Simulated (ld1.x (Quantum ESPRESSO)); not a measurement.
# In: a TM potential and its near relatives, part 2 of 2

One potential is built and tested. Then a few of its settings are changed, to learn what that costs or gains.

ld1.x (Quantum ESPRESSO) 7.5; first potential PW91, scalar-relativistic. Step numbers count through all parts.

### Step 5. Cutoff and ghost test in a Bessel basis

A separate test, outside the generator: the pseudo-atom's Hamiltonian at the reference potential is diagonalised in spherical Bessel functions j_l(qr) that vanish at 20 bohr, with q² up to the cutoff.

All-electron valence levels (Ry): 5s -0.6090, 5p -0.1880. The lowest levels of each channel (Ry) by cutoff; the last column sums, over occupied levels, occupation times the distance from the level at 400 Ry. A positive value at high cutoff is not a bound level.

| cutoff (Ry) | s #1 | p #1 | d #1 | f #1 | Σ f·Δε (mRy) |
| --- | --- | --- | --- | --- | --- |
| 8 | -0.5997 | -0.1874 | 0.0409 | 0.1031 | 19.3 |
| 12 | -0.6024 | -0.1880 | 0.0409 | 0.1031 | 13.3 |
| 15 | -0.6031 | -0.1880 | 0.0409 | 0.1031 | 11.9 |
| 18 | -0.6057 | -0.1880 | 0.0409 | 0.1031 | 6.6 |
| 21 | -0.6073 | -0.1880 | 0.0409 | 0.1031 | 3.4 |
| 25 | -0.6082 | -0.1880 | 0.0409 | 0.1031 | 1.7 |
| 35 | -0.6085 | -0.1880 | 0.0409 | 0.1031 | 1.0 |
| 40 | -0.6087 | -0.1880 | 0.0409 | 0.1031 | 0.6 |
| 50 | -0.6089 | -0.1880 | 0.0409 | 0.1031 | 0.1 |
| 400 | -0.6090 | -0.1880 | 0.0409 | 0.1031 | 0.0 |

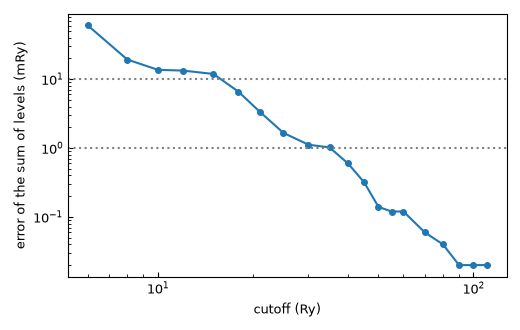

Occupation-weighted error of the valence levels against the cutoff; the dotted lines mark 10 and 1 mRy.

The sum stays within 10 mRy from 18 Ry and within 1 mRy from 40 Ry. The sum leaves out empty levels, which can need more. Ghost test: no level below the all-electron spectrum of its channel (s, p, d, f tested).

### Step 6. Variant: local potential all-electron potential smoothed inside 1.65 bohr (lloc = -1); core …

In full, the change is: local potential all-electron potential smoothed inside 1.65 bohr (lloc = -1); core correction Bessel-smoothed model core, default radius (core density twice the valence density) (was Bessel-smoothed model core inside 2.06 bohr).

In.in reads:

```
 &input
   title='In', zed=49., rel=1, dft='PW91', iswitch=3,
   config='[Kr] 4d10 5s2 5p1 5d-2',
   nld=3, rlderiv=3.60, eminld=-3.0, emaxld=5.0, deld=0.02
 /
 &inputp
   pseudotype=2, tm=.true., lloc=-1, rcloc=1.65,
   nlcc=.true., new_core_ps=.true.,
   file_pseudopw='In.UPF', file_wfcaegen='ae.wfc', file_wfcncgen='nc.wfc', file_beta='beta', file_chi='chi'
 /
3
5S  1  0   2.00   0.00  1.90  1.90  0.0
5P  2  1   1.00   0.00  3.10  3.10  0.0
5D  3  2  -2.00   0.45  3.30  3.30  0.0
 &test
   configts(1)='5s2 5p1'
 /
```

Command:

```bash
$ ld1.x < In.in > In.out
```

The output, In.out (without the banner and most projector matrices):

```text
     Program LD1 v.7.5
     [... all-electron run as in step 2 ...]


     --------------------- Generating NC pseudopotential ---------------------

      Generating local potential from pseudized AE potential:
      Matching radius rcloc =   1.6500

      Local pseudo, rcloc= 1.662 Estimated cut-off energy=     9.09 Ry

      Computing core charge for nlcc:

       r > 1.93 : true rho core
      Core charge pseudized with two Bessel functions
      Integrated core pseudo-charge :  11.08

      Wfc   5S  rcut= 1.884  Using Troullier-Martins method

      Wfc   5P  rcut= 3.106  Using Troullier-Martins method

      Wfc   5D  rcut= 3.265  Using Troullier-Martins method

     ------------------- End of pseudopotential generation -------------------

     [... all-electron run as in step 2 ...]


     Computing logarithmic derivative in   3.58568
     Computing logarithmic derivative in   3.58568
     Computing the partial wave expansion
     R is outside the sphere for l=    0 j= 0.00
     R is outside the sphere for l=    1 j= 0.00
     R is outside the sphere for l=    2 j= 0.00

     ---------------------- Testing the pseudopotential ----------------------

     In
     scalar relativistic calculation

     atomic number is 49.00   valence charge is  3.00
     dft =PW91   lsd =0 sic =0 latt =0  beta=0.20 tr2=1.0E-14
     mesh =1241 r(mesh) = 100.30140 xmin = -7.00 dx = 0.01250

     n l     nl             e AE (Ry)        e PS (Ry)    De AE-PS (Ry)
     1 0     5S   1( 2.00)       -0.60898       -0.60899        0.00000
     2 1     5P   1( 1.00)       -0.18803       -0.18803        0.00000

     eps = 1.1E-15  iter =  4

     Etot =  -11765.041661 Ry,   -5882.520831 Ha, -160071.546420 eV
     Etotps =   -18.639156 Ry,      -9.319578 Ha,    -253.598637 eV

     Ekin =       1.231237 Ry,       0.615619 Ha,      16.751833 eV
     Encl =      -7.665441 Ry,      -3.832721 Ha,    -104.293643 eV
     Ehrt =       2.754940 Ry,       1.377470 Ha,      37.482870 eV
     Ecxc =     -16.425595 Ry,      -8.212797 Ha,    -223.481599 eV
     (Ecc =     -14.672831 Ry,      -7.336416 Ha,    -199.634042 eV)
     Epseu=       1.465703 Ry,       0.732851 Ha,      19.941902 eV

     ---------------------- End of pseudopotential test ----------------------
```

Wall time 1.3 s (1 thread, shared host). This counts the later configuration tests of the new file too.

The test run was repeated on this file; only its results are given.

Energies count from the reference configuration 5s2 5p1; the error is all-electron less pseudo.

| valence configuration | charge | ΔE all-electron (eV) | error AE − PS (meV) |
| --- | --- | --- | --- |
| 5s2 5p0 | +1 | 5.419 | -18 |
| 5s1 5p0 | +2 | 24.743 | -233 |
| 5s2 5p0.5 | +0.5 | 1.964 | -2.7 |
| 5s1 5p1 | +1 | 12.041 | -50 |
| 5s2 5p1.3 | -0.3 | -0.542 | 0.0 |
| 5s1 5p2 | 0 | 5.873 | -16 |
| 5s0 5p3 | 0 | 12.010 | -50 |

With this change the loose cutoff stays at 18 Ry, the largest test error goes from -228 to -233 meV, a bound ghost appears (s) and the phase difference near zero goes from 0.02 to 0.07 rad.

### Step 7. Comparison

What follows sums up all 2 parts.

Cutoffs, loose and tight: the cutoffs (Ry, on a coarse ladder) from which the occupation-weighted sum of valence levels, in a spherical-Bessel basis at the reference potential, stays within 10 and 1 mRy of its value at 400 Ry; empty and scattering waves don't count. The number of plane waves in a given cell goes as the cutoff to the power 3/2; it is given for the loose cutoff, relative to the first potential. Test errors are all-electron less pseudo. The phase difference is the largest within 1 Ry of zero, over the channels with partial waves.

```tsv
change	outcome	cutoff, loose	cutoff, tight	plane waves, relative	bound ghosts	largest test error (meV)	phase difference near zero (rad)
first potential	generated	18 Ry	40 Ry	1.00	none	-228	0.020
local potential all-electron potential smoothed inside 1.65 bohr (lloc = -1); core correction Bessel-smoothed model core, default radius (core density twice the valence density) (was Bessel-smoothed model core inside 2.06 bohr)	generated	18 Ry	30 Ry	1.00	s	-233	0.066
```

**Reading.** Among those with the same tests and no ghost or faulty overlap, the first potential has the smallest worst error, -228 meV. 1 of the 2 potentials written has a bound ghost.

The first potential by itself. The worst unpolarised test, 5s1 5p0, is off by 228 meV on 24.7 eV; by total energies transferability rates as poor. By its cutoff, 18 Ry for the looser tolerance, it is soft on the atom at that tolerance. The slowest occupied level is 5s: taken alone it needs 25 Ry to come within 1 mRy, against 8 Ry for 5p. No bound ghost shows below the valence levels.
